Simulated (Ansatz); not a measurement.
# Calculations on BH$_{2}$OCl

**1. Relaxation**

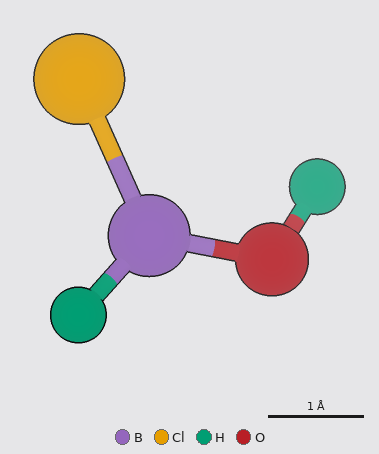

Starting structure of BH2OCl. The picture is a ball-and-stick view, seen at a tilt.

The run prepares an end point of a later path (reaction) calculation, from a guessed geometry.

Computed with RKS PBE0/cc-pVDZ (Ansatz 0.2.0).

The input:
```yaml
crystal:
  periodic: [false, false, false]
  atoms:
    - { symbol: B, position_ang: [0.295667, -0.068327, -0.073517] }
    - { symbol: Cl, position_ang: [0.517764, -0.157763, 1.736445] }
    - { symbol: H, position_ang: [1.272073, 0.203477, -0.699787] }
    - { symbol: O, position_ang: [-0.887423, -0.294353, -0.656264] }
    - { symbol: H, position_ang: [-1.583182, -0.529734, -0.026378] }
basis:
  gaussian: { orbitals: cc-pVDZ }
hamiltonian:
  xc: pbe0
relax:
  f_tol: 0.03
  max_steps: 50
output:
  orbitals: {}
```

Launched with:
```bash
ansatz run input.yaml --threads 1 --pin off --max-ram 2048MiB --backend cpu --events-out ev --progress --plain --runs-dir out
```

Where does the relaxation end?

Answer. After 4 geometry steps the energy has fallen by 0.034 eV. The largest force component goes from 1 to 0.027 eV/Å. The atom that moves furthest after the best rigid fit is Cl2 (0.047 Å). Largest moves by element: Cl 0.047 Å, H 0.026 Å, B 0.025 Å, O 0.021 Å. Some distances before and after: B1–Cl2 1.826 → 1.776 Å, B1–H3 1.191 → 1.199 Å, B1–O4 1.338 → 1.342 Å. Bond angles that change, for instance: Cl2–B1–H3 115.6° → 119.5°, H3–B1–O4 122.3° → 119.8°. Cost: 7 s on 1 thread of Arm Neoverse V2, with other jobs on the host, peak memory 0.12 GiB.

History of the run:

| step | E − E(0), eV | largest force component, eV/Å |
| --- | --- | --- |
| 0 | 0.0000 | 1.0427 |
| 1 | -0.0241 | 0.6798 |
| 2 | -0.0290 | 0.2759 |
| 3 | -0.0326 | 0.1084 |
| 4 | -0.0335 | 0.0267 |

Final geometry:

```xyz
5

B     0.3109   -0.0679   -0.0537
Cl    0.4789   -0.1667    1.7117
H     1.2660    0.2087   -0.7241
O    -0.8717   -0.3016   -0.6436
H    -1.5693   -0.5192   -0.0100
```

**2. Relaxation**

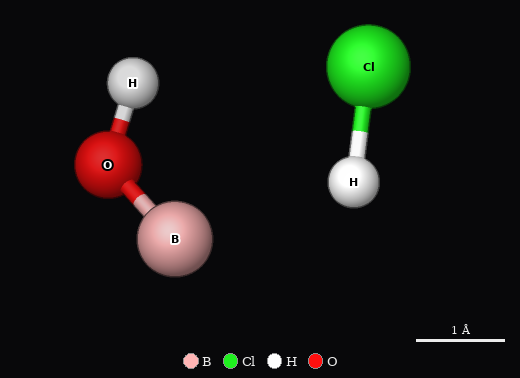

Starting structure of BH$_{2}$OCl. The picture is a ball-and-stick view, seen at a tilt.

The run prepares an end point of a later path (reaction) calculation, from a guessed geometry.

Method: RKS PBE0/cc-pVDZ (Ansatz).

Input file:
```yaml
crystal:
  periodic: [false, false, false]
  atoms:
    - { symbol: B, position_ang: [-0.279661, 0.293142, -1.045569] }
    - { symbol: Cl, position_ang: [1.228439, -0.420081, 1.532511] }
    - { symbol: H, position_ang: [1.59113, 0.242492, 0.428114] }
    - { symbol: O, position_ang: [-1.420115, -0.258216, -0.745968] }
    - { symbol: H, position_ang: [-1.504893, -0.704037, 0.111413] }
basis:
  gaussian: { orbitals: cc-pVDZ }
hamiltonian:
  xc: pbe0
relax:
  f_tol: 0.03
  max_steps: 50
output:
  orbitals: {}
```

Launched with:
```bash
ansatz run input.yaml --threads 1 --pin off --max-ram 2048MiB --backend cpu --events-out ev --progress --plain --runs-dir out
```

Question: What does the optimiser find from here?

Answer: The atom that moves furthest after the best rigid fit is Cl2 (1.23 Å). By element the largest moves are Cl 1.23 Å, H 1.03 Å, B 0.77 Å, O 0.27 Å. Among the contacts that change: B1–O4 1.302 → 1.293 Å. Bond angles that change, for instance: B1–O4–H5 118.3° → 122.2°. The energy falls by 0.206 eV in 12 accepted moves (13 points after the start). Largest force component: 0.65 eV/Å at the start, 0.027 eV/Å at the end. The line search rejected the trial step at point 9 of the run. Cost: 17 s on 1 thread of Arm Neoverse V2, on a shared host, peak memory 0.12 GiB.

History of the run:

```json
{"step": "0", "E − E(0), eV": "0.0000", "largest force component, eV/Å": "0.6458", "note": ""}
{"step": "1", "E − E(0), eV": "-0.0246", "largest force component, eV/Å": "1.2754", "note": ""}
{"step": "2", "E − E(0), eV": "-0.0828", "largest force component, eV/Å": "1.0767", "note": ""}
{"step": "3", "E − E(0), eV": "-0.0866", "largest force component, eV/Å": "1.5071", "note": ""}
{"step": "4", "E − E(0), eV": "-0.1039", "largest force component, eV/Å": "0.8019", "note": ""}
{"step": "5", "E − E(0), eV": "-0.1618", "largest force component, eV/Å": "0.1851", "note": ""}
{"step": "6", "E − E(0), eV": "-0.1663", "largest force component, eV/Å": "0.5152", "note": ""}
{"step": "7", "E − E(0), eV": "-0.1865", "largest force component, eV/Å": "0.1975", "note": ""}
{"step": "8", "E − E(0), eV": "-0.1932", "largest force component, eV/Å": "0.2460", "note": ""}
{"step": "9", "E − E(0), eV": "-0.1920", "largest force component, eV/Å": "0.4119", "note": "rejected"}
{"step": "10", "E − E(0), eV": "-0.1996", "largest force component, eV/Å": "0.1058", "note": ""}
{"step": "11", "E − E(0), eV": "-0.2000", "largest force component, eV/Å": "0.3860", "note": ""}
{"step": "12", "E − E(0), eV": "-0.2053", "largest force component, eV/Å": "0.1099", "note": ""}
{"step": "13", "E − E(0), eV": "-0.2056", "largest force component, eV/Å": "0.0269", "note": ""}
```

Final geometry:

```xyz
5

B    -0.3518   -0.0619   -0.3670
Cl    2.3836   -0.0034    1.5185
H     1.3082   -0.0001    0.7238
O    -1.4811   -0.1625   -0.9894
H    -2.2440   -0.6188   -0.6053
```

The end point in the same view:

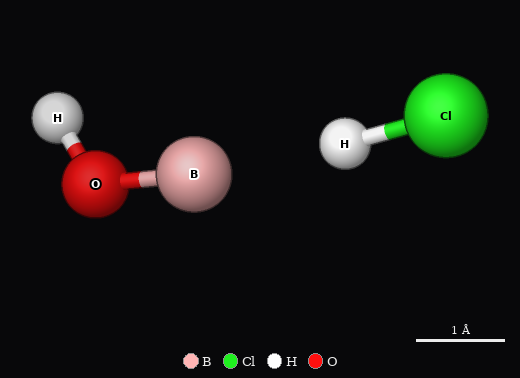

Limits of the set-up: the start holds two separate molecules, 2.4 Å apart at their closest, whose relative position is a soft coordinate and is computed without a dispersion correction.

**3. Path**

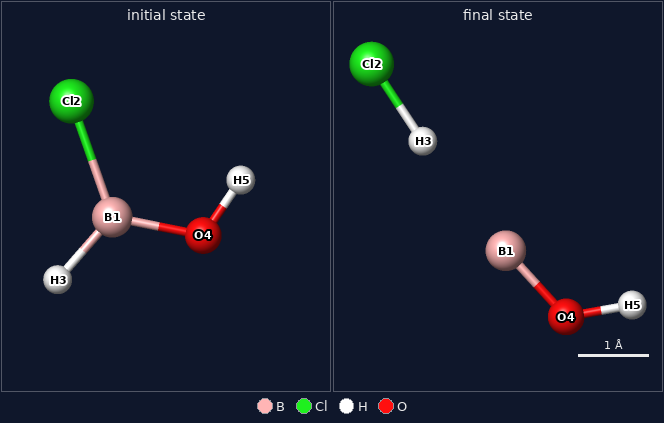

The two relaxed end points of a path for BH$_{2}$OCl. A ball-and-stick model, seen at a tilt.

Theory: Ansatz 0.2.0, RKS PBE0/cc-pVDZ.

Settings: 7 movable images; climbing image; force threshold 0.05 eV/Å; iteration limit 60.

Start:
```xyz
5

B     0.3109   -0.0679   -0.0537
Cl    0.4790   -0.1669    1.7117
H     1.2660    0.2089   -0.7241
O    -0.8718   -0.3015   -0.6436
H    -1.5692   -0.5192   -0.0099
```

End:
```xyz
5

B    -0.2925   -0.1832   -0.4123
Cl    2.2280    0.2467    1.7099
H     1.2458    0.0848    0.8170
O    -1.3582   -0.3811   -1.1179
H    -2.2081   -0.6139   -0.7161
```

Question: Predict the minimum-energy path and its barrier.

Answer: Forward barrier 3.50 eV, backward barrier 0.12 eV, with image 4 at the top; the reaction energy is +3.38 eV. Breaking: B1–Cl2 (1.78 → 2.67 at the top → 3.32 Å), B1–H3 (1.20 → 1.40 at the top → 1.99 Å). Forming: Cl2–H3 (2.59 → 1.55 at the top → 1.34 Å). The band converged in 16 iterations, with a climbing image at the top. At the top, the vibrational analysis gives one imaginary mode (419i cm⁻¹), as a transition state must have.

Energies of the converged images:

```json
{"image": "0", "path (Å)": "0.00", "E (eV)": "0.000"}
{"image": "1", "path (Å)": "0.36", "E (eV)": "0.485"}
{"image": "2", "path (Å)": "0.71", "E (eV)": "1.993"}
{"image": "3", "path (Å)": "1.07", "E (eV)": "3.220"}
{"image": "4", "path (Å)": "1.43", "E (eV)": "3.497"}
{"image": "5", "path (Å)": "1.90", "E (eV)": "3.444"}
{"image": "6", "path (Å)": "2.37", "E (eV)": "3.414"}
{"image": "7", "path (Å)": "2.85", "E (eV)": "3.391"}
{"image": "8", "path (Å)": "3.32", "E (eV)": "3.379"}
```

The geometry at the top of the path:

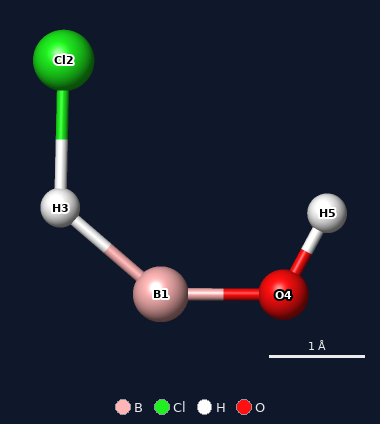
